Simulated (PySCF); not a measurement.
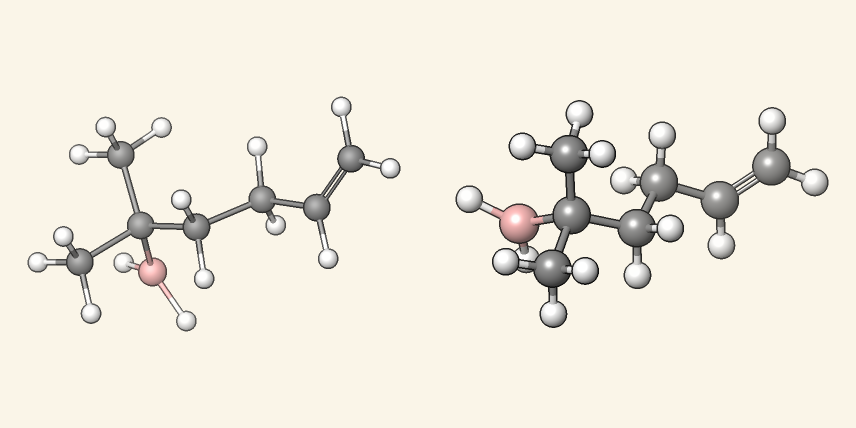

Two views of one molecule. Colours: boron pink, carbon grey, hydrogen white.

Computed geometry: PBE0-D3(BJ)/def2-SVP optimisation. No frequency run is at hand to confirm it as a minimum.

> Which formula does it have?

C₇H₁₅B, 23 atoms: 7 carbon, 15 hydrogen and 1 boron.

> Does it have rings?

It has no ring.

More results for the same structure follow; atom numbers are the same in all pictures, views and colours differ.

### Geometry

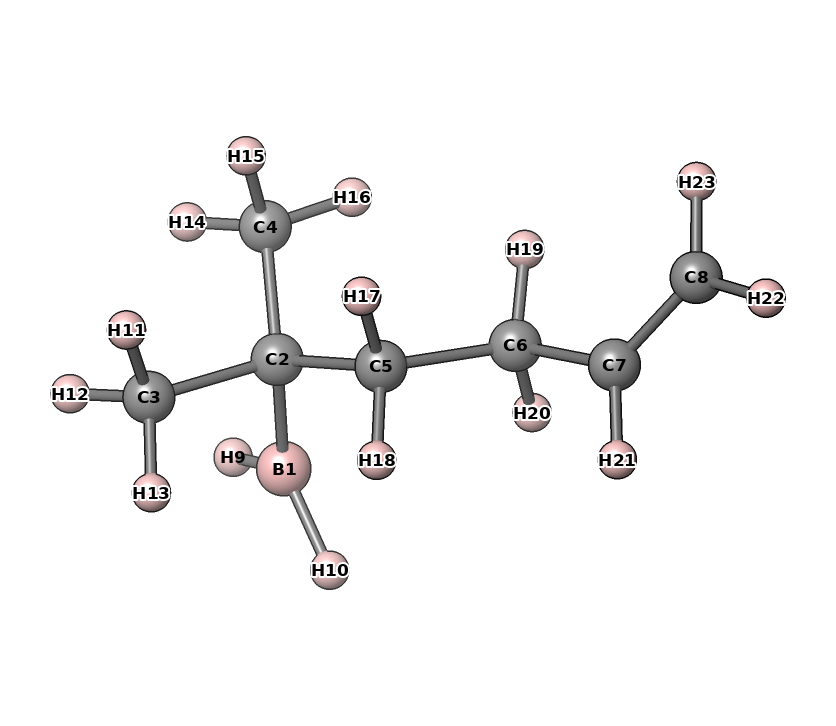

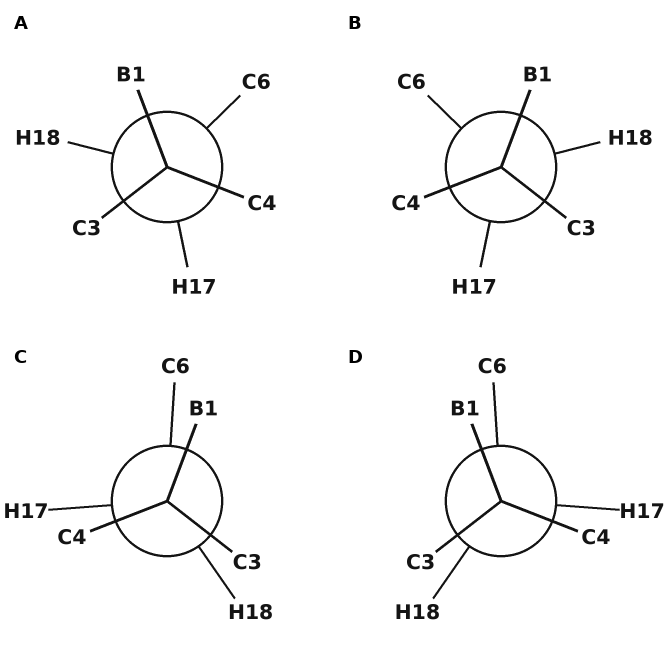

Depth is shown by fading: the farther an atom, the more it takes the colour of the background. Bonds that would overlap in a projection are set slightly apart. No frequency run is at hand to confirm it as a minimum.

> Which Newman projection shows the view along C2–C5, with C2 in front?

A. The torsion angle C3–C2–C5–C6 is 174°, antiperiplanar (anti).

### Core levels

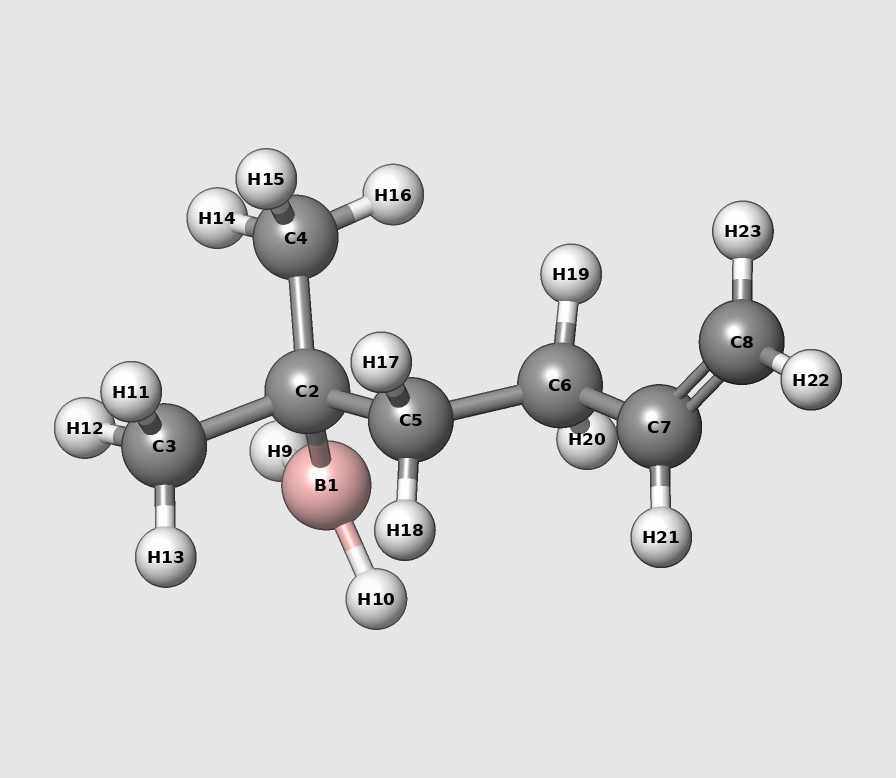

No frequency run is at hand to confirm it as a minimum. Properties computed with delta-SCF UKS SCAN, pcX-2 on the ionised atom, pcseg-1 elsewhere, spin-free X2C (PySCF 2.14.0).

Give the core-electron binding energies (to vacuum) of B1 1s, C2 1s, C3 1s, C5 1s, C6 1s, C7 1s, C8 1s.

| atom | level | binding energy (eV) |
| --- | --- | --- |
| B1 | 1s | 195.3 |
| C2 | 1s | 290.1 |
| C3 | 1s | 290.6 |
| C5 | 1s | 290.2 |
| C6 | 1s | 290.5 |
| C7 | 1s | 290.4 |
| C8 | 1s | 290.0 |

### Excitation

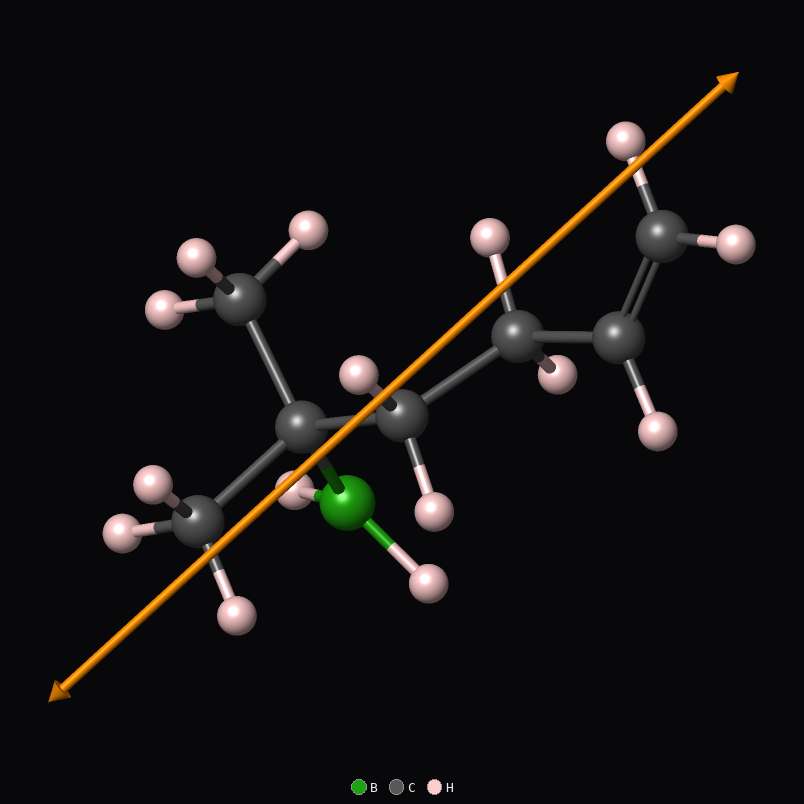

The double arrow shows the direction of the transition dipole to excited singlet state 7 (its length means nothing). No frequency run is at hand to confirm it as a minimum. Level of theory: TDDFT ωB97X-D/def2-SVPD, vertical, gas phase, core orbitals frozen in the response (PySCF 2.14.0).

> Where does the transition lie, and how strong is it?

7.62 eV (163 nm), oscillator strength 0.20, of mixed character, with the largest part HOMO → LUMO+1 (weight 0.27); transition dipole 2.62 D.

### NMR shielding

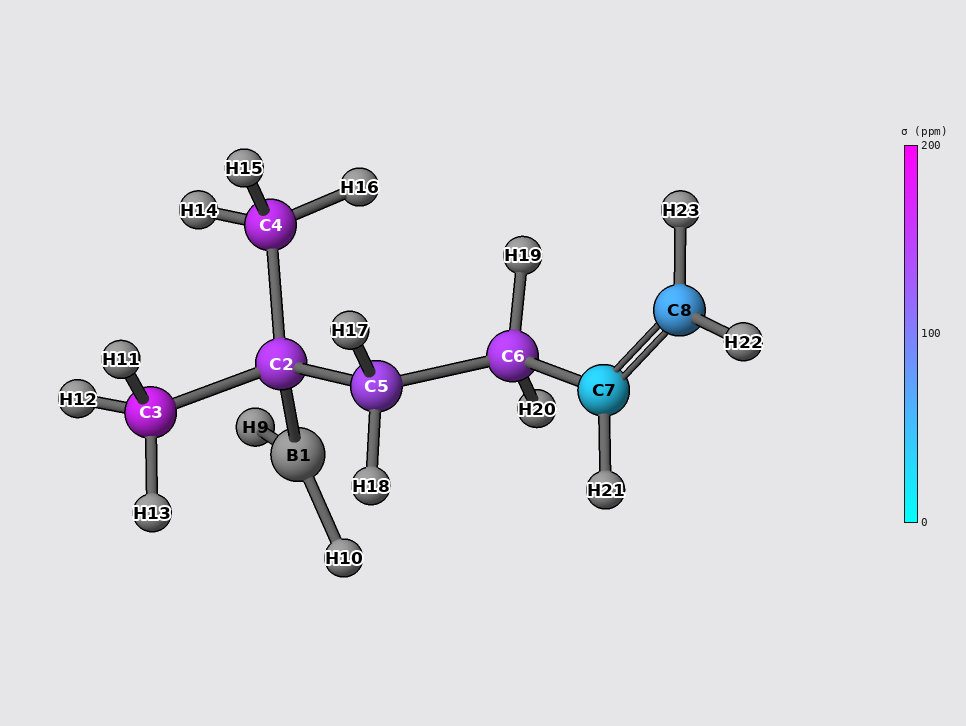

Atoms are coloured by their isotropic NMR shieldings (C only, the others grey). No frequency run is at hand to confirm it as a minimum. Method: GIAO ωB97X-D/pcSseg-1 NMR shielding, non-relativistic, gas phase (PySCF 2.14.0).

List the isotropic NMR shieldings of the C atoms.

| atom | σ (ppm) |
| --- | --- |
| C2 | 149.1 |
| C3 | 168.8 |
| C4 | 159.0 |
| C5 | 138.3 |
| C6 | 146.7 |
| C7 | 35.0 |
| C8 | 61.7 |

### Quadrupole coupling

No frequency run is at hand to confirm it as a minimum. Electric field gradients from the ground-state density, PBE0/pcSseg-1 (PySCF 2.14.0), non-relativistic apart from any core potentials.

Give the largest field-gradient component, the quadrupole coupling constant and the asymmetry for 11B at B1 (Q = 40.59 mb).

```tsv
atom	V_zz (a.u.)	e²qQ/h (MHz)	η
B1	0.631	6.02	0.07
```
